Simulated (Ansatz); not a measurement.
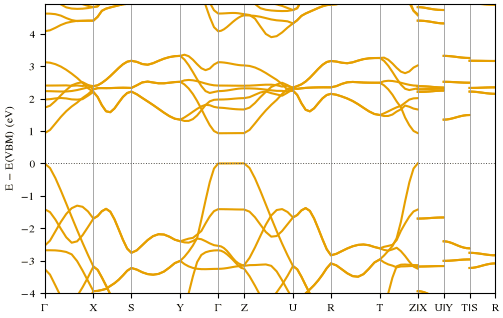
Fig. 1. Band structure from r²SCAN+D4 (plane waves, PAW; program Ansatz)

**Question.** Read off the gap and where the band edges lie.

**Answer.** About 0.9 eV (0.93 eV by a search for the band edges); maximum at Z, minimum at Γ.

The material is TiNF in space group Pmmn (No. 59; Ti on 2b, N on 2a, F on 2a).

The workflow started from a Materials Project entry (that database holds measured and hypothetical structures alike); the Crystallography Open Database copy checked does not list it. Whether it is the stable phase at ambient conditions was not checked. The cell was relaxed with r²SCAN+D4 under the symmetry of its start; whether a distortion lowers the energy is not shown. No spin polarisation was allowed.

Potentials: the later of the program's two PAW sets.
